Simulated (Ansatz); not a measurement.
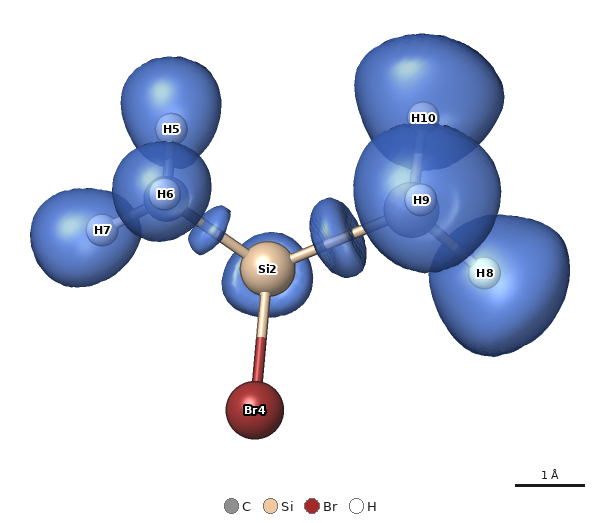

Figure 1: CH6BrSi2 (SMILES C[Si]([SiH3])Br) (doublet). Isosurface of the ELF at 0.9 (blue), seen across its widest extent. Core shells and regions of very low density are left out.

Geometry: PBE0-D4/def2-TZVP.

The calculation used Ansatz 0.2.0, UKS PBE0-D4/def2-TZVPP.

| atom | x (Å) | y (Å) | z (Å) |
| --- | --- | --- | --- |
| C | -0.7020 | 1.4090 | -0.8210 |
| Si | -0.3990 | -0.4382 | -0.7415 |
| Si | 1.1861 | -1.1176 | 0.8362 |
| Br | -2.3358 | -1.4532 | -0.2571 |
| H | 0.2318 | 1.9282 | -1.0516 |
| H | -1.0800 | 1.7754 | 0.1375 |
| H | -1.4343 | 1.6464 | -1.5951 |
| H | 1.3074 | -2.5968 | 0.7881 |
| H | 0.8110 | -0.7000 | 2.2164 |
| H | 2.4980 | -0.5044 | 0.4909 |

**Describe the localisation domains.**

The surface consists of one region between bonded C–Si atoms (shared pairs), one region between bonded Si–Si atoms (shared pairs), six regions around hydrogen nuclei and one lobe on Si, pointing away from the bonds (non-bonding electrons).

Values along the shortest contacts:
C–Si (1.87 Å): the ELF peaks at about 0.95 between the atoms (a shared electron pair). Si–Br (2.24 Å): the ELF peaks at about 0.85 between the atoms: a shared but strongly polarised pair.
